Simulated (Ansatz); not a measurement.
C30H18O (SMILES Oc1cc2c3ccccc3c3c4ccccc4c4ccccc4c3c2c2ccccc12), 49 atoms.

Geometry: PBE-D4/def2-SVP.

Computed with Ansatz, RKS PBE0-D4/def2-TZVP.

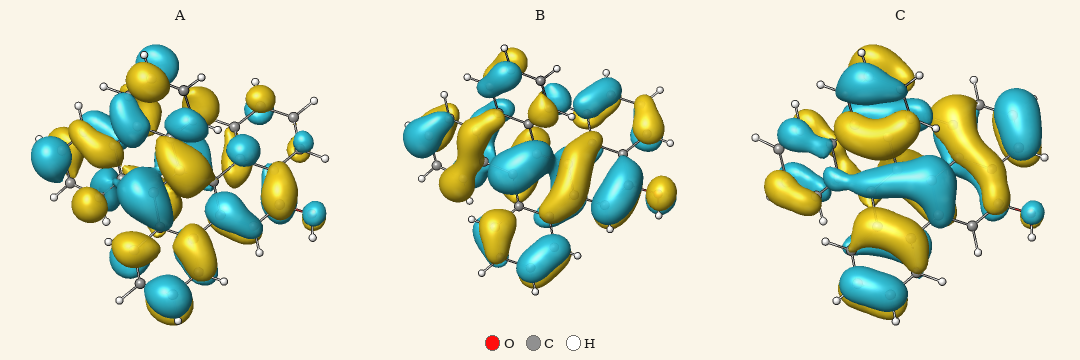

C30H18O. Three frontier orbitals at ±0.05 Å⁻³ᐟ² (yellow and cyan are the two phases), in no order.

**Order the three orbitals by energy and name them.**

C is the HOMO−1 (−6.08 eV). No atom holds more than about 10 % of it (Hirshfeld); by element the shares are C 95 %. B is the HOMO (−5.54 eV). No atom holds more than about 15 % of it (Hirshfeld); by element the shares are C 90 % and O 5 %. A is the LUMO (−1.72 eV). No atom holds more than about 15 % of it (Hirshfeld); by element the shares are C 95 % and H 5 %.

**What is the HOMO–LUMO gap?**

3.82 eV between the orbital energies.
